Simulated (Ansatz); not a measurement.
Reaction (SMILES): C=[SiH2] (CH2-SiH2) + 2 [H][H] (H2) → C (CH4) + [SiH4] (SiH4)
B3LYP-D3(BJ)/def2-TZVP geometries, fixed; electronic energies without zero-point terms.
Largest species:
```xyz
6

C     -1.1498    -0.0548    -0.0450
Si     0.5479     0.0261     0.0215
H     -1.7685     0.8316    -0.0996
H     -1.6839    -0.9961    -0.0356
H      1.3979    -1.1745     0.0958
H      1.2833     1.3023     0.0091
```

Basis-set convergence of the energy of full hydrogenation at B3LYP with Ansatz (a quantum-chemistry and plane-wave program). Cartesian d functions, on some or all atoms, in 6-31G*, 6-31G**, 6-311G**; all else is spherical. The program fits the integrals of some runs and decomposes those of others, by size. No added dispersion term, no relativity. Functions are those of the species that has most. Reference: the value in aug-pcseg-3, -65.26 kcal/mol. Deviations are taken from unrounded values.

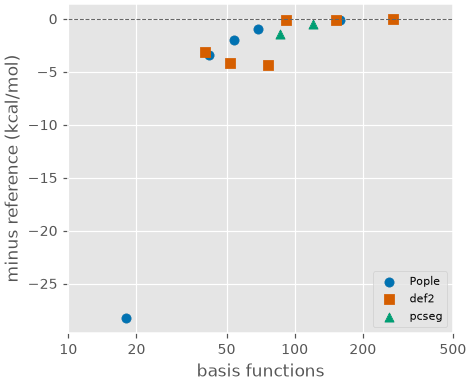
Figure. Deviation from the reference against the number of basis functions, by family of sets.

```json
[
 {"basis": "STO-3G", "functions": "18", "energy of full hydrogenation (kcal/mol)": "-93.50", "minus reference (kcal/mol)": "-28.24"},
 {"basis": "def2-SV(P)", "functions": "40", "energy of full hydrogenation (kcal/mol)": "-68.41", "minus reference (kcal/mol)": "-3.15"},
 {"basis": "6-31G*", "functions": "42", "energy of full hydrogenation (kcal/mol)": "-68.64", "minus reference (kcal/mol)": "-3.38"},
 {"basis": "def2-SVP", "functions": "52", "energy of full hydrogenation (kcal/mol)": "-69.44", "minus reference (kcal/mol)": "-4.18"},
 {"basis": "6-31G**", "functions": "54", "energy of full hydrogenation (kcal/mol)": "-67.28", "minus reference (kcal/mol)": "-2.02"},
 {"basis": "6-311G**", "functions": "69", "energy of full hydrogenation (kcal/mol)": "-66.22", "minus reference (kcal/mol)": "-0.96"},
 {"basis": "def2-SVPD", "functions": "76", "energy of full hydrogenation (kcal/mol)": "-69.58", "minus reference (kcal/mol)": "-4.32"},
 {"basis": "aug-pcseg-1", "functions": "86", "energy of full hydrogenation (kcal/mol)": "-66.69", "minus reference (kcal/mol)": "-1.42"},
 {"basis": "def2-TZVP", "functions": "92", "energy of full hydrogenation (kcal/mol)": "-65.32", "minus reference (kcal/mol)": "-0.06"},
 {"basis": "pcseg-2", "functions": "120", "energy of full hydrogenation (kcal/mol)": "-65.72", "minus reference (kcal/mol)": "-0.46"},
 {"basis": "def2-TZVPPD", "functions": "153", "energy of full hydrogenation (kcal/mol)": "-65.40", "minus reference (kcal/mol)": "-0.14"},
 {"basis": "6-311++G(3df,3pd)", "functions": "158", "energy of full hydrogenation (kcal/mol)": "-65.36", "minus reference (kcal/mol)": "-0.10"},
 {"basis": "def2-QZVPPD", "functions": "271", "energy of full hydrogenation (kcal/mol)": "-65.26", "minus reference (kcal/mol)": "0.00"}
]
```
